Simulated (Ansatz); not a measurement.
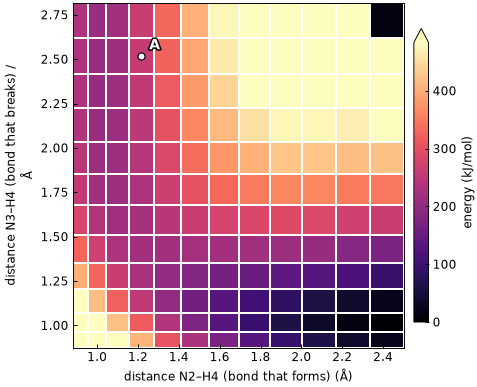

The reacting system AlH₅N₂. 
- First axis: distance N2–H4 (bond that forms). Second axis: distance N3–H4 (bond that breaks).
- Relaxed at each point: all other coordinates.
- Grid: 12 × 12 points.
- Points are written as (first, second).
- All energies are given in kJ/mol relative to the lowest grid point.
- Energies and slopes of some neighbouring points disagree (a jump in structure or state, or too coarse a mesh). The reference is spin-restricted, so regions where a bond is pulled apart into radicals lie too high.
- Level of theory: RKS BHLYP-D4/def2-SVP in Ansatz 0.2.0.

In the figure: one coloured cell a grid point, one colour for all values above the top of the scale, the point A.

Is A at rest? If not, where is it pushed?

Answer. A, at (1.214 Å, 2.516 Å), is not a stationary point. The computed force is 460 kJ/mol for each Å towards smaller values of the first coordinate and 22 kJ/mol for each Å towards smaller values of the second coordinate.
